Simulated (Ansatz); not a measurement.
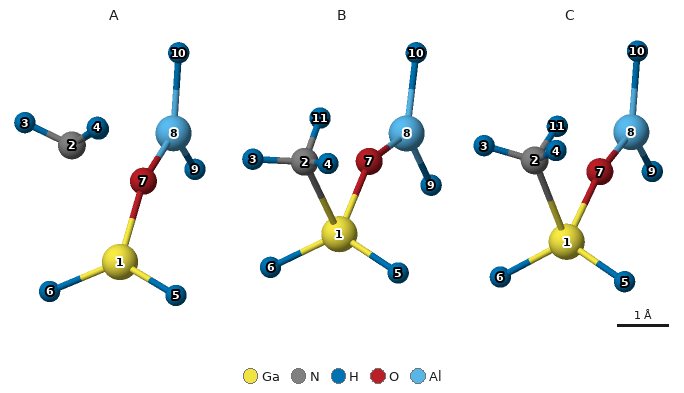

3 geometries from one relaxation of GaAlNH$_{7}$O, in shuffled order. The picture is a ball-and-stick view, seen from a free direction.

The run prepares an end point of a later path (reaction) calculation, from a guessed geometry.

Theory: Ansatz, RKS PBE/def2-SVP. (no spin polarisation; force threshold 0.03 eV/Å; at most 50 steps)

> Order the frames from highest to lowest energy.

A, C, B. They are steps 0, 3, 12, at +0.705 eV, +0.083 eV relative to the last. The energy falls by 0.705 eV in 11 accepted moves (12 points after the start). Largest force component: 0.7 eV/Å at the start, 0.028 eV/Å at the end. The line search rejected the trial step at point 9 of the run. The largest moves after the best rigid fit, 0.72 Å, are those of H3 and H4. By element the largest moves are H 0.72 Å, Ga 0.63 Å, O 0.39 Å, N 0.36 Å, Al 0.20 Å. Among the contacts that change: Ga1–N2 3.110 → 2.154 Å, Ga1–O7 1.805 → 1.854 Å, N2–H11 1.045 → 1.033 Å, Ga1–H5 1.573 → 1.585 Å. New bonds form, among them: Ga1–N2 (3.11 → 2.15 Å). Bond angles that change, for instance: H5–Ga1–H6 129.7° → 125.5°, Ga1–O7–Al8 151.2° → 148.2°. Cost: 34 s on 2 threads of Arm Neoverse V1, on a shared host, peak memory 0.15 GiB.

Limits of the set-up: the start holds two separate molecules, 2.2 Å apart at their closest, whose relative position is a soft coordinate and is computed without a dispersion correction.
